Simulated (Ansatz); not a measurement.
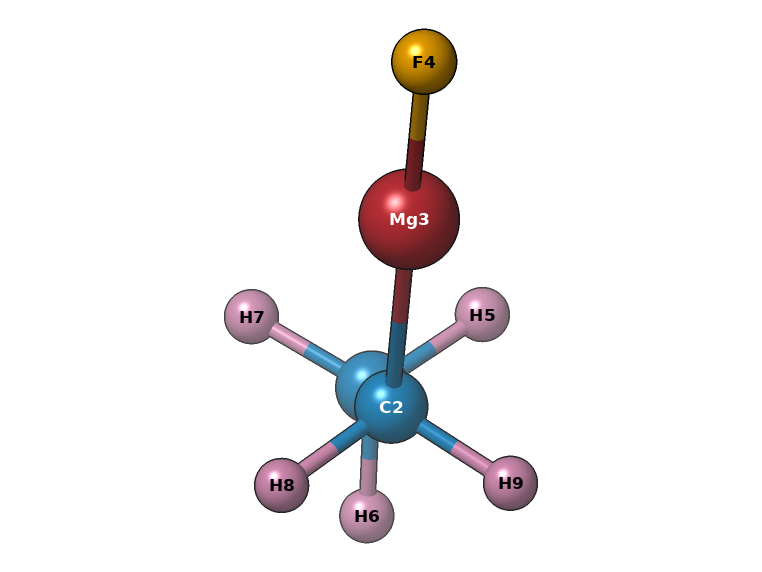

Figure made from data computed with Ansatz.

C1 lies behind C2. The molecule seen nearly along the C2–C1 bond, C2 in front. Depth is shown by fading: the farther an atom, the more it takes the colour of the background. Geometry: moved along internal coordinates away from the minimum.

What is the torsion angle Mg3–C2–C1–H5? The sign is positive where the front bond must turn clockwise to cover the back bond.

Answer. 60°, synclinal (gauche). The bonds about C2–C1 are staggered.
